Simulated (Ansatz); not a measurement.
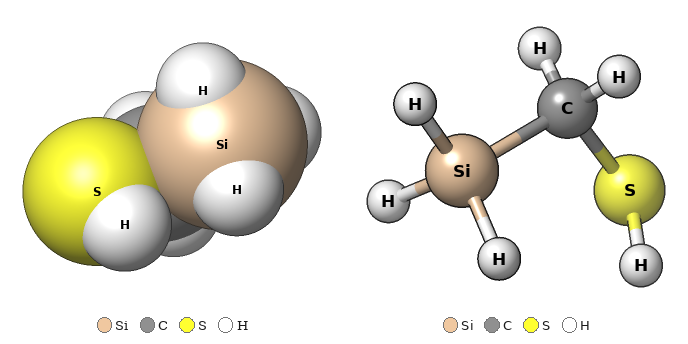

Both panels show the same species.

What does the picture show?

Formula CH6SSi. Its SMILES string is `[SiH3]CS`. It has no ring. Among its groups: thiol, Si–H bond. Coordination: 1 Si tetrahedral; 1 C tetrahedral; 1 S bent.

More results for the same structure follow; atom numbers are the same in all pictures, views and colours differ. The geometry was computed by an optimisation with PBE0-D4/def2-TZVP.

## Vibrations

Harmonic vibrations computed with RKS PBE0-D4/def2-TZVP (Ansatz 0.2.0) at a stationary point of the same level.

**List the wavenumbers.**

21 modes: 170, 185, 191, 505, 563, 711, 769, 798, 923, 933, 943, 947, 1135, 1178, 1425, 2212, 2223, 2245, 2701, 3072, 3127 cm⁻¹.

## Charges

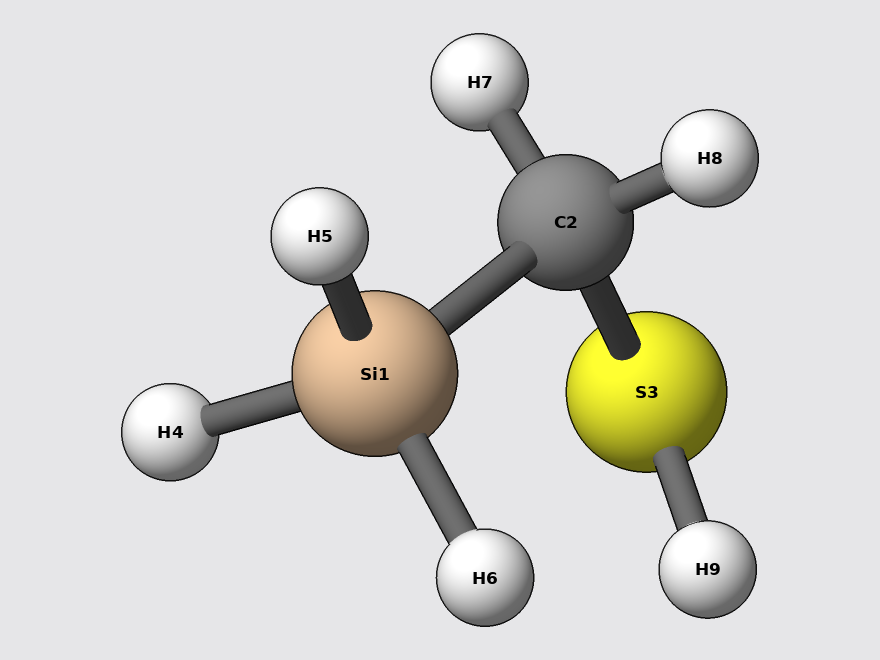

The questions are on Mulliken charges. Properties computed with RKS r2SCAN-D4/def2-TZVPP (Ansatz 0.2.0).

**Which atom carries the highest charge (most positive or least negative)?**

Si1 (0.28 e).

**And the lowest?**

S3 (−0.18 e).

Give the Mulliken charges atom by atom.

```csv
atom,value (e)
Si1,0.28
C2,−0.16
S3,−0.18
H4,−0.06
H5,−0.08
H6,−0.07
H7,0.09
H8,0.09
H9,0.09
```

## Electronic properties

Level of theory: RKS PBE0-D4/def2-TZVPP (Ansatz 0.2.0).

**Give the dispersion correction at this level.**

−14.4 kJ/mol.

**Give the HOMO–LUMO gap at this level.**

6.85 eV.

**What is the HOMO energy (Kohn–Sham orbital)?**

−6.84 eV.

**Give the vertical ionisation energy at this level.**

9.12 eV.

Mulliken values depend strongly on the basis set and can even reverse the polarity of a bond.
